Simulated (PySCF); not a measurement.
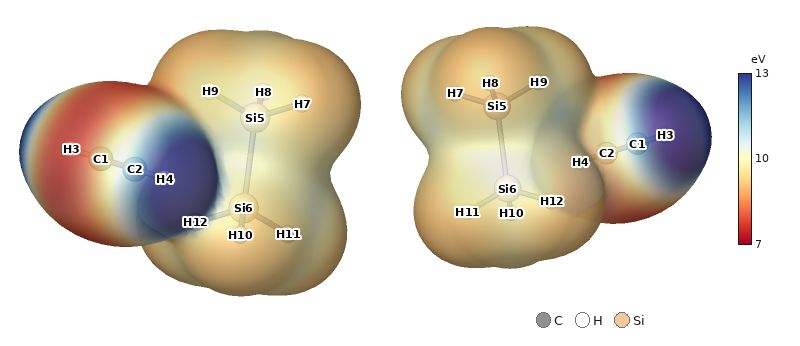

Figure 1: C$_{2}$H$_{8}$Si$_{2}$, SMILES `C#C.[SiH3][SiH3]`. Average local ionisation energy on the surface of electron density 0.001 a.u. (back view left, front view right).

Computed with PySCF, TPSS/6-31+G*, geometry: an unrelaxed start of a pair search.

Coordinates in Å:

```
C1      -2.9061   -0.1671    0.5164
C2      -2.5667   -0.0123   -0.6175
H3      -3.2054   -0.3053    1.5131
H4      -2.2755    0.1241   -1.6166
Si5      1.2484   -1.1071   -0.0053
Si6      1.0033    1.1805    0.0475
H7       1.8847   -1.5769   -1.2410
H8       2.0906   -1.6030    1.0883
H9      -0.0288   -1.8180    0.0969
H10      0.2567    1.7024   -1.1011
H11      2.2923    1.8814    0.0314
H12      0.2972    1.6443    1.2442
```

Q: Locate the minima of the map.

A: The lowest value is 7.8 eV, off the C1–C2 bond (2.1 to 2.2 Å from its atoms). Further minima include 9.0 eV, 1.5 Å from H11. For comparison, the highest occupied orbital lies at −7.2 eV.

Q: What volume does the surface enclose, and what is the dipole moment?

A: About 154 Å³; the dipole moment is 0.3 D.

Cost of the run: 24 s on 1 thread of Intel(R) Xeon(R) Processor @ 2.70GHz (shared host), peak memory 0.42 GiB.
